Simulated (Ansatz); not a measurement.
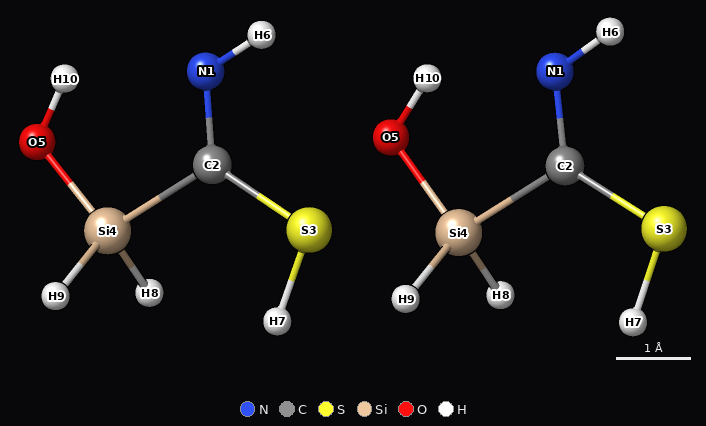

Two geometries of CH5NOSSi, drawn at one scale. One is the start of a relaxation, the other its converged end. A ball-and-stick model, seen from a free direction.

The calculation used RKS PBE0-D4/def2-TZVP (Ansatz). Settings: force threshold 0.005 eV/Å; at most 150 steps.

> Which one is relaxed?

The left one is the relaxed one. The start comes from PBE-D4/def2-SVP. The atom that moves furthest after the best rigid fit is H10 (0.16 Å). Largest moves by element: H 0.16 Å, O 0.06 Å, N 0.06 Å, Si 0.04 Å, S 0.04 Å, C 0.02 Å. Some distances before and after: Si4–O5 1.668 → 1.632 Å, C2–Si4 1.923 → 1.899 Å, O5–H10 0.994 → 0.969 Å, S3–H7 1.364 → 1.344 Å. Among the angles between lasting bonds that change: Si4–O5–H10 104.2° → 109.9°, C2–Si4–O5 101.6° → 104.6°, N1–C2–Si4 111.6° → 114.0°. The energy falls by 1.81 kcal/mol in 7 accepted moves (8 points after the start). Largest force component: 1.1 eV/Å at the start, 0.0023 eV/Å at the end. The line search rejected the trial step at point 6 of the run.
